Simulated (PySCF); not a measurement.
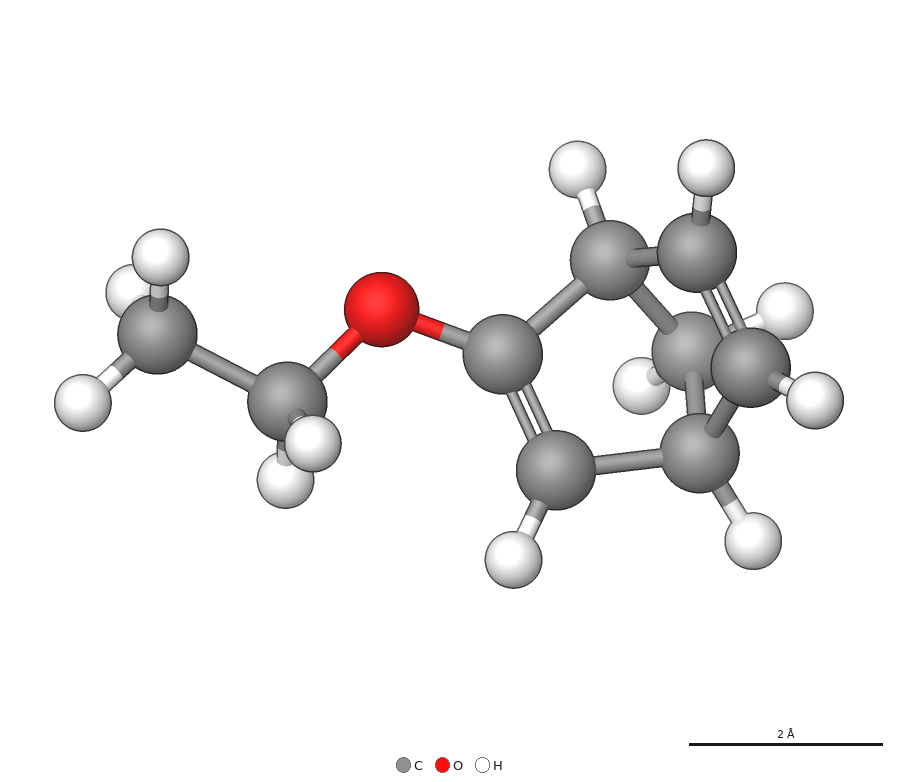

Rendered structure (ball-and-stick style). Multiple sticks mark multiple bonds (one Kekulé form).

Computed geometry: GFN2-xTB optimisation. No frequency run is at hand to confirm it as a minimum.

> What is the molecular formula?

C₉H₁₂O, 22 atoms: 9 carbon, 12 hydrogen and 1 oxygen.

> Describe its rings.

Independent rings (smallest set): 2 of 5 members.

More results for the same structure follow; atom numbers are the same in all pictures, views and colours differ.

## Symmetry

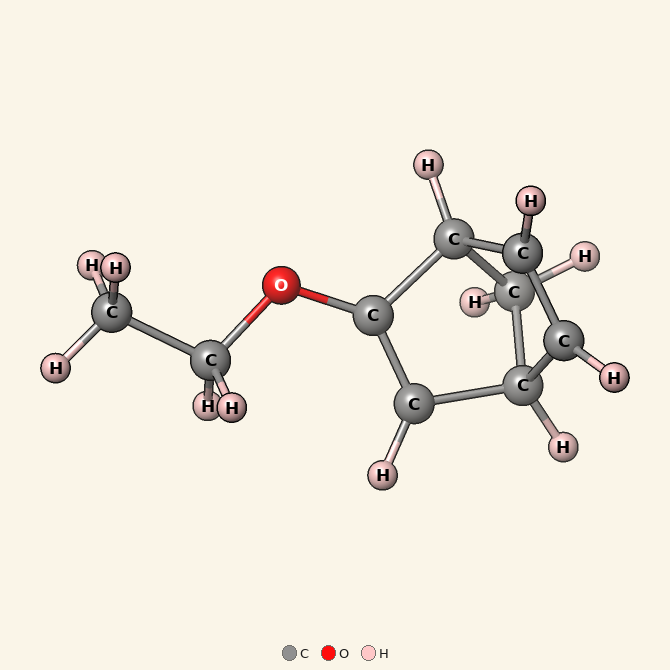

Atoms fade into the background with distance from the viewer. No frequency run is at hand to confirm it as a minimum.

> Which symmetry elements does this geometry have?

It has no symmetry element but the identity, so the point group is C1. The group has 1 operation. The geometry is chiral, and symmetry allows a dipole moment.

## NMR shielding

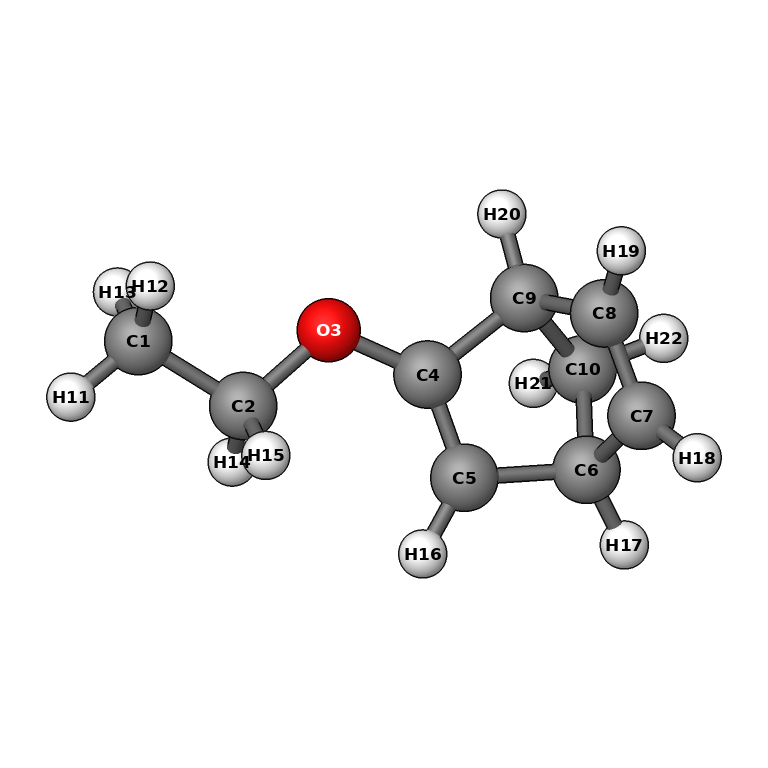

No frequency run is at hand to confirm it as a minimum. Method: GIAO PBE0/pcSseg-1 NMR shielding, non-relativistic, gas phase (PySCF 2.14.0). Principal shieldings σ11 ≤ σ22 ≤ σ33, span Ω = σ33 − σ11, skew κ = 3(σiso − σ22)/Ω.

Give the shielding tensors of the O atoms.

| atom | σ11 | σ22 | σ33 | σiso | Ω | κ |
| --- | --- | --- | --- | --- | --- | --- |
| O3 | 90.0 | 216.1 | 268.6 | 191.5 | 178.6 | −0.41 |

Shieldings and span in ppm.

## Quadrupole coupling

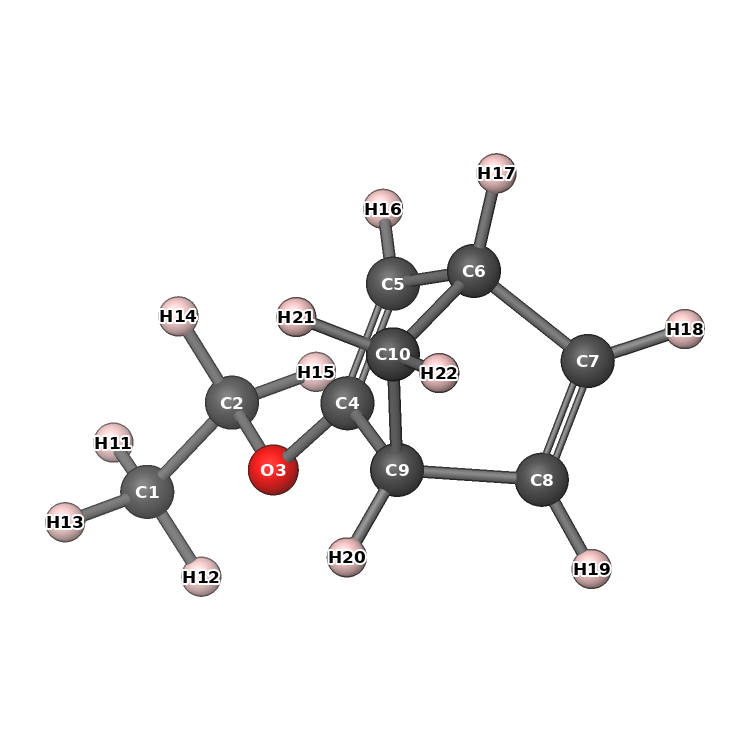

No frequency run is at hand to confirm it as a minimum. Electric field gradients from the ground-state density, PBE0/pcSseg-1 (PySCF 2.14.0), non-relativistic apart from any core potentials.

Give the largest field-gradient component, the quadrupole coupling constant and the asymmetry for 17O at O3 (Q = −25.6 mb), 2H at H11 (Q = 2.86 mb), 2H at H12 (Q = 2.86 mb).

```json
{"atom": "O3", "V_zz (a.u.)": "1.815", "e²qQ/h (MHz)": "−10.92", "η": "0.71"}
{"atom": "H11", "V_zz (a.u.)": "0.317", "e²qQ/h (MHz)": "0.213", "η": "0.03"}
{"atom": "H12", "V_zz (a.u.)": "0.315", "e²qQ/h (MHz)": "0.212", "η": "0.02"}
```

## Bond orders

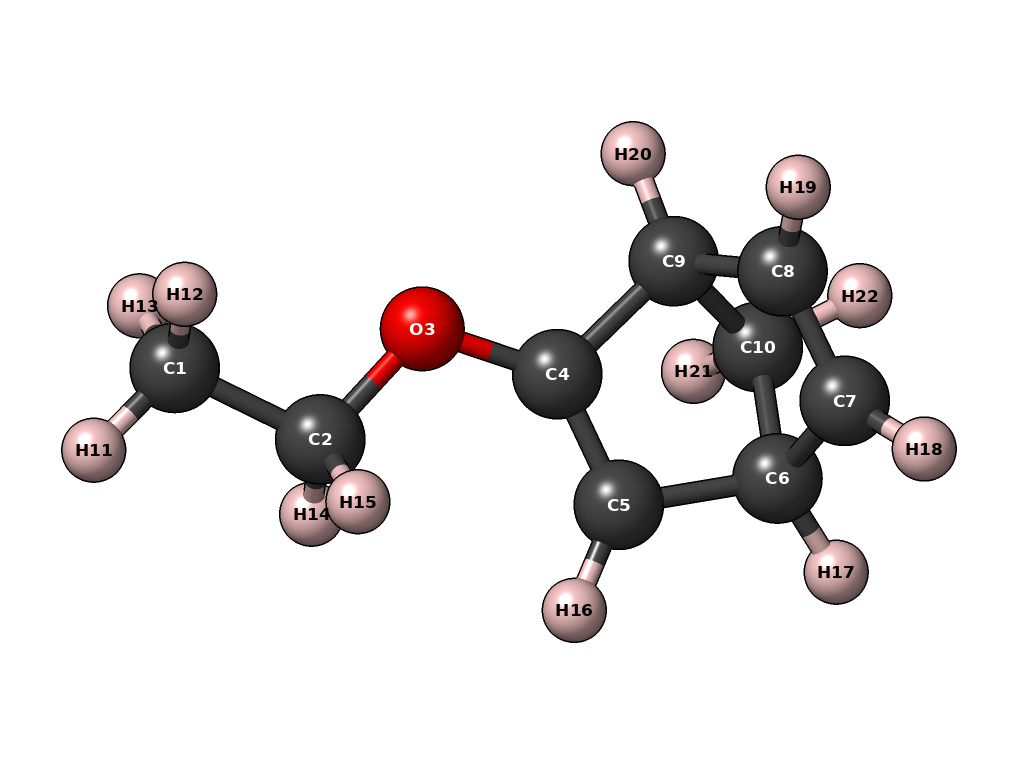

Every bond is drawn as one stick. No frequency run is at hand to confirm it as a minimum. Computed with PBE0/pcSseg-1 (PySCF 2.14.0).

List the Mayer bond orders of C1–C2, C2–O3, O3–C4, C4–C5, C4–C9, C5–C6, C6–C7, C6–C10, C7–C8, C8–C9, C9–C10 (bonds between heavy atoms, one of each equivalent set).

| bond | Mayer order | length (Å) |
| --- | --- | --- |
| C1–C2 | 1.08 | 1.520 |
| C2–O3 | 0.88 | 1.416 |
| O3–C4 | 1.06 | 1.346 |
| C4–C5 | 1.74 | 1.332 |
| C4–C9 | 0.96 | 1.527 |
| C5–C6 | 0.94 | 1.525 |
| C6–C7 | 0.95 | 1.522 |
| C6–C10 | 0.96 | 1.540 |
| C7–C8 | 1.86 | 1.325 |
| C8–C9 | 0.97 | 1.520 |
| C9–C10 | 0.96 | 1.538 |

## Ring current

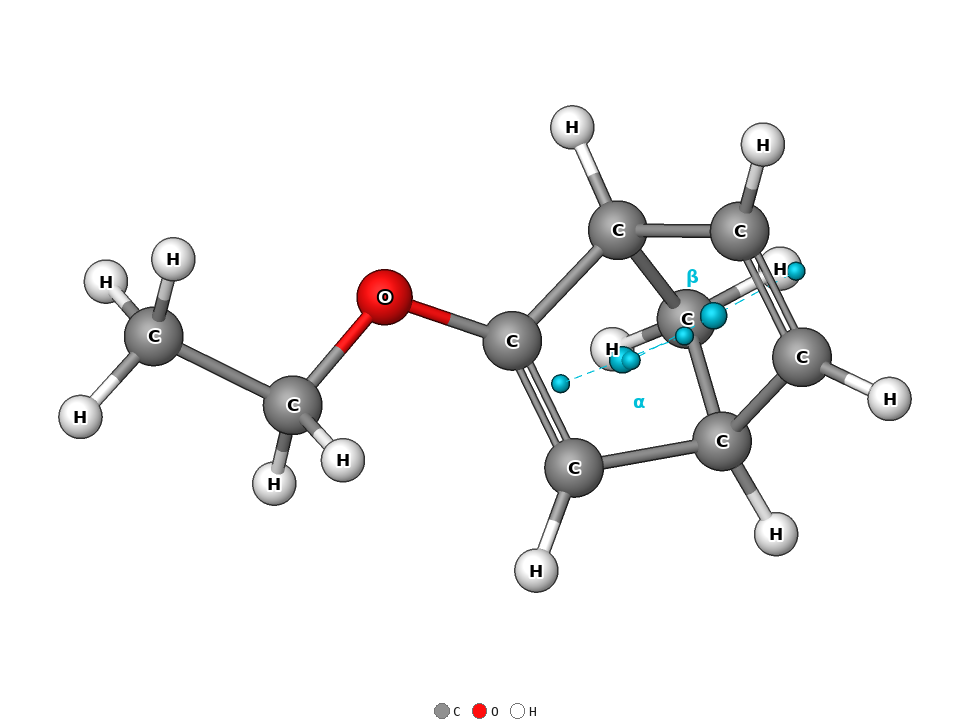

The small points mark where nucleus-independent chemical shifts (NICS) were computed: at the centre of each lettered ring and 1 Å above and below it. No frequency run is at hand to confirm it as a minimum. Properties computed with GIAO PBE0/pcSseg-1 NMR shielding, non-relativistic, gas phase (PySCF 2.14.0).

Give NICS(0), NICS(1) and the out-of-plane component NICS(1)zz for each ring (means of the two sides).

| ring | members | NICS(0) | NICS(1) | NICS(1)zz |
| --- | --- | --- | --- | --- |
| α | C5 | −3.0 | −2.8 | −3.2 |
| β | C5 | −1.6 | −3.6 | −6.5 |

Values in ppm.

> What do the values say about the ring currents?

Ring α: weak, as in a non-aromatic ring. Ring β: weak, as in a non-aromatic ring. NICS is one index among several.
